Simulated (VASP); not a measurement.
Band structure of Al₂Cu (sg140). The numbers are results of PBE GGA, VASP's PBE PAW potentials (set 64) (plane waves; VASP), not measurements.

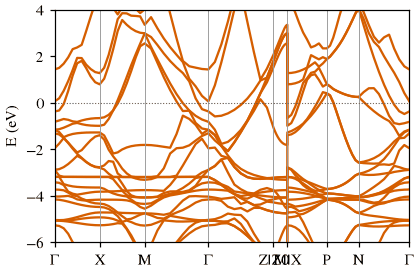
Bands along high-symmetry lines, zero at the valence-band maximum or, without a gap, the Fermi level

Problem. Read the plot: is there a gap, and where are the band edges?

Solution. It has no gap at this level: it comes out as a metal or semimetal. (Edges off the drawn lines would not show.)

The compound is Al2Cu in the sg140 structure. It was relaxed first.
